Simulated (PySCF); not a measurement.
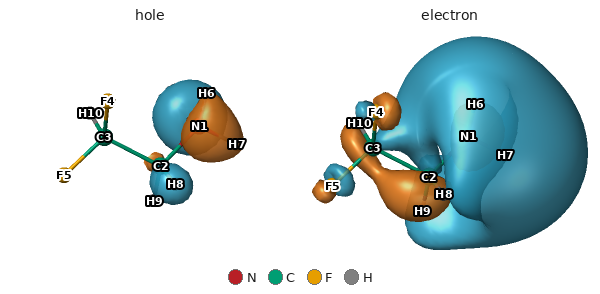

Figure. C2H5F2N, SMILES `NCC(F)F`. Leading natural transition orbital pair of S₁ (TDA singlet states); the surfaces enclose about 70 % of each orbital's density.

Method: B3LYP/6-311G**; geometry: GFN2-xTB; program: PySCF. No frequency check shows the geometry to be a minimum. Without diffuse functions Rydberg states are missing, so the states' numbers hold for this basis only.

Input script:

```python
import numpy as np
from pyscf import gto, scf, dft, tdscf
from pyscf.scf import atom_ks, atom_hf
from scipy.linalg import block_diag

def solve(mol, dm0=None, hcore=None):
    mf = (dft.UKS if mol.spin else dft.RKS)(mol, xc='b3lyp')
    mf.grids.level = 3
    mf = mf.density_fit(auxbasis='def2-universal-jkfit')
    mf.conv_tol, mf.max_cycle = 1e-8, 80
    if hcore is not None:
        mf.get_hcore = lambda *args: hcore
    mf.kernel(dm0)
    if not mf.converged:
        mf = mf.newton().run(mf.mo_coeff, mf.mo_occ, max_cycle=30)
    assert mf.converged, 'SCF not converged'
    return mf

mol = gto.M(atom='''
N     -1.92376     0.06775     0.24441
C     -0.76238    -0.59624    -0.31536
C      0.49064     0.00143     0.31349
F      0.73332     1.23861    -0.18857
F      1.58165    -0.74443     0.01895
H     -1.91191     1.05497     0.00904
H     -2.77571    -0.33179    -0.13077
H     -0.66473    -0.51226    -1.41021
H     -0.79789    -1.65528    -0.04739
H      0.41226     0.09135     1.40626
''', basis='6-311g**', charge=0, spin=0, verbose=4)
mf = solve(mol)
td = mf.TDA()
td.nstates, td.singlet, td.conv_tol = 4, True, 1e-5
td.kernel()
td.analyze()
x, y = np.array([p[0] for p in td.xy]), np.array([p[1] + 0 * p[0] for p in td.xy])
f, mu = td.oscillator_strength(), td.transition_dipole()
nto = [td.get_nto(state=i + 1, verbose=4) for i in range(len(td.e))]
# spherically averaged free atoms, for the promolecule
atm = atom_ks.get_atm_nrks(mol, xc='b3lyp')
pro = block_diag(*[(atm[a[0]][2] * atm[a[0]][3]) @ atm[a[0]][2].T for a in mol._atom])
np.savez('result.npz', e=td.e, f=f, ok=td.converged, w=[n[0] for n in nto], nto=[n[1] for n in nto], x=x, y=y, c=mf.mo_coeff, occ=mf.mo_occ, eps=mf.mo_energy, pro=pro, mu=mu)
```

Launched as:

```sh
OMP_NUM_THREADS=1 python input.py
```

The run took 2.3 min on 1 thread of Arm Neoverse V2 (shared host), peak memory 0.63 GiB.

### Give its energy and the atoms that hole and electron lie on.

6.62 eV (187 nm), f = 0.010, partly diffuse acceptor orbital, which a basis without diffuse functions describes poorly; the leading pair carries 100 %; hole on N1 (68 %), C2 (10 %) and H8 (6 %), electron on H7 (32 %), N1 (19 %) and H6 (18 %) (atom shares of so diffuse an orbital are rough); their centroids lie 0.8 Å apart. In canonical orbitals it is mainly HOMO → LUMO (100 %). The HOMO–LUMO gap is 7.92 eV.
